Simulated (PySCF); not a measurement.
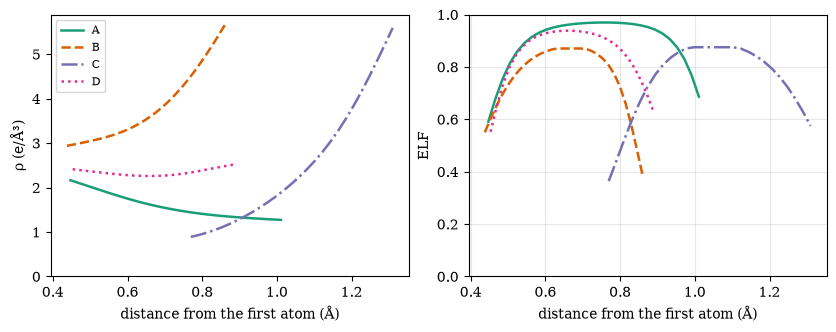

Figure 1: C4H7BO2Si (SMILES CB1C=CC(=O)O[SiH2]1). Electron density and ELF along straight lines between neighbouring atoms. The curves leave out the atomic cores.

Geometry: GFN2-xTB.

These are results of PySCF 2.14.0, PBE0/pcSseg-1, SCF density, gas phase, non-relativistic, not measurements.

| atom | x (Å) | y (Å) | z (Å) |
| --- | --- | --- | --- |
| C | -2.1652 | 0.9649 | 0.0068 |
| B | -0.7667 | 0.2517 | -0.0091 |
| C | 0.5003 | 1.1154 | -0.2678 |
| C | 1.7574 | 0.6444 | -0.2778 |
| C | 2.2075 | -0.7549 | -0.0513 |
| O | 3.3828 | -1.0278 | -0.0907 |
| O | 1.3048 | -1.6874 | 0.1936 |
| Si | -0.3539 | -1.6330 | 0.3070 |
| H | -2.3160 | 1.3843 | 1.0045 |
| H | -2.2287 | 1.8083 | -0.6795 |
| H | -3.0112 | 0.3075 | -0.1779 |
| H | 0.3953 | 2.1808 | -0.4593 |
| H | 2.6026 | 1.2974 | -0.4648 |
| H | -0.5703 | -2.2102 | 1.6398 |
| H | -0.7431 | -2.6333 | -0.6954 |

### Which curve belongs to which contact (C–B, C–C, C–O and Si–O)? The first atom named is at distance zero.

Curve A: C–B (1.56 Å): the density is about 1.4 e/Å³ at the midpoint; the ELF peaks at about 0.95 between the atoms: a shared electron pair. Curve B: C–O (1.21 Å): the density is about 3.3 e/Å³ at the midpoint; the ELF peaks at about 0.85 between the atoms; a short, multiple covalent bond. Curve C: Si–O (1.66 Å): the density is about 1 e/Å³ at the midpoint; the ELF peaks at about 0.90 between the atoms: a shared but strongly polarised pair. Curve D: C–C (1.34 Å): ρ at the midpoint is about 2.3 e/Å³; the ELF peaks at about 0.95 between the atoms (a multiple bond).
